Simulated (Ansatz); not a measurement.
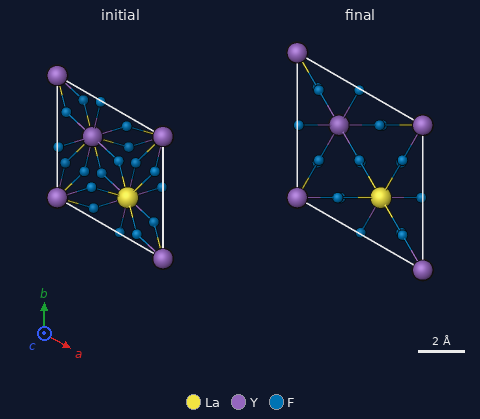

The structure of a crystal of LaYF6 (built on the MgTiF6-148 type type) before (left) and after (right) a relaxation, at one scale.

Style: ball-and-stick. Shown: the conventional cell (3 times the calculation's cell), along the c axis. Lengths and directions refer to the drawn axes.

Computed with Ansatz 0.2.0, DFT, PBEsol, plane waves, PAW. Set-up: plane-wave cutoff 420 eV; k-point mesh 6 × 6 × 6; occupations fermi dirac; smearing width 0.03 eV; no spin polarisation; cell and atoms relaxed; force threshold 0.01 eV/Å; at most 120 steps.

> What changed between the two?

Over 26 accepted moves (35 points after the start) the energy falls by 1038 meV per atom. Largest force component: 2.7 eV/Å at the start, 0.00037 eV/Å at the end. Pressure: 69.09 GPa at the start and 0.00 GPa at the end. The line search rejected the trial steps at points 18, 23, 28 of the run. The SCF was repeated 6 times at an unchanged geometry on a basis and grid sized afresh for the cell, which shifted the energy by 36.6 meV per atom at most. The largest moves relative to the cell, 0.54 Å, are those of F atoms. Y and La stay in place. The volume changes by +60.7 %, with a = b 5.343 → 6.341 Å (+18.7 %), c 13.655 → 15.576 Å (+14.1 %). Some distances before and after: F–La 2.023 → 2.320 Å, F–Y 1.918 → 2.169 Å. Bond angles that change, for instance: La–F–Y 153.2° → 180.0°. Within 0.06 Å the space group is R-3 at the start and Fm-3m at the end; at a tighter tolerance small leftover displacements or strains of the cell lower it.
